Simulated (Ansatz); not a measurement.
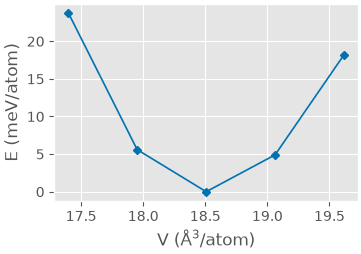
SrSi$_{2}$Pd$_{2}$ in space group I4/mmm (No. 139; Si on 4e, Sr on 2a, Pd on 4d) under volume change, r²SCAN (plane waves, PAW; program Ansatz), shape and atoms relaxed at each volume.

**Question.** What does a third-order Birch–Murnaghan fit give for V₀, B₀ and B′?

**Answer.** V₀ = 18.51 Å³/atom, B₀ = 99.0 GPa, B′ = 5.8.

The workflow started from an entry of the Crystallography Open Database (COD). Its standing as an ambient phase is unchecked. The r²SCAN relaxation kept the symmetry of its start; its stability against distortions is not shown here. The run is not spin-polarised.

Potentials: the later of the program's two PAW sets.
